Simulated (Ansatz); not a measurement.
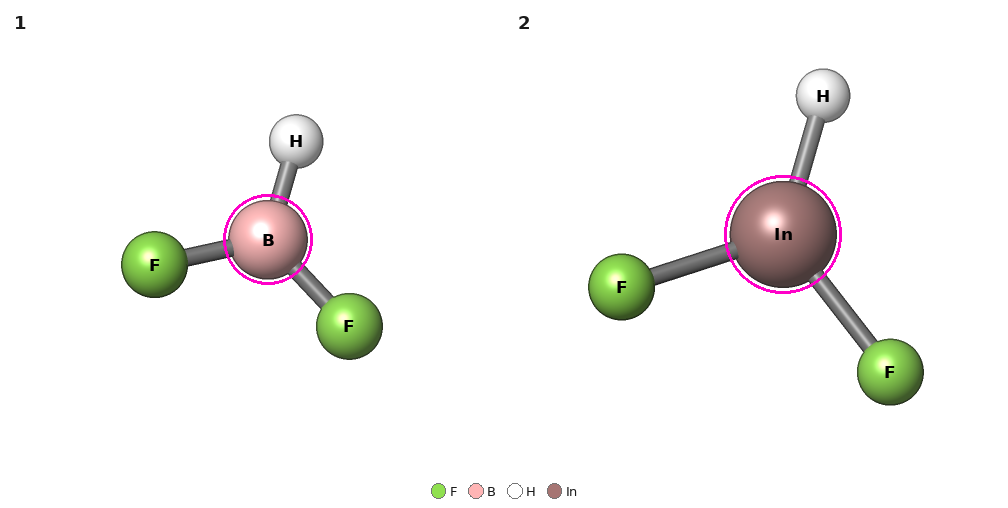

2 molecules with one skeleton, seen from the same side and at one scale; the atom that differs is circled. Charge 0, singlet. Computed geometries: PBE0-D4/def2-TZVP optimisations, one conformation each. Properties computed with Ansatz 0.2.0. Elements past Kr carry core potentials.

One atom differs, called X below: B in panel 1, In in panel 2. Their formulas are BF2H (`FBF`), F2HIn (`[F][InH][F]`).

In which is the HOMO–LUMO gap larger (B3LYP-D4/def2-TZVPP)?

In panel 1 (X = B).

In which is the angle F–X–F larger (PBE0-D4/def2-TZVP)?

In panel 1 (X = B).

Give the values. With PBE0-D4/def2-TZVP: mean length of X–F (Å), length of X–H (Å), angle F–X–F (°), harmonic zero-point energy (kJ/mol). With B3LYP-D4/def2-TZVPP: dipole moment (D), HOMO energy (Kohn–Sham orbital) (eV), HOMO–LUMO gap (eV), vertical ionisation energy (eV).

```json
{"quantity": "mean length of X–F (Å)", "1 (B)": "1.313", "2 (In)": "1.935", "2 − 1": "+0.622"}
{"quantity": "length of X–H (Å)", "1 (B)": "1.191", "2 (In)": "1.681", "2 − 1": "+0.490"}
{"quantity": "angle F–X–F (°)", "1 (B)": "118.1", "2 (In)": "106.8", "2 − 1": "−11.3"}
{"quantity": "dipole moment (D)", "1 (B)": "0.89", "2 (In)": "3.53", "2 − 1": "+2.64"}
{"quantity": "HOMO energy (Kohn–Sham orbital) (eV)", "1 (B)": "−10.64", "2 (In)": "−9.73", "2 − 1": "+0.91"}
{"quantity": "HOMO–LUMO gap (eV)", "1 (B)": "10.01", "2 (In)": "7.48", "2 − 1": "−2.53"}
{"quantity": "vertical ionisation energy (eV)", "1 (B)": "14.05", "2 (In)": "12.36", "2 − 1": "−1.69"}
{"quantity": "harmonic zero-point energy (kJ/mol)", "1 (B)": "47.1", "2 (In)": "24.6", "2 − 1": "−22.5"}
```
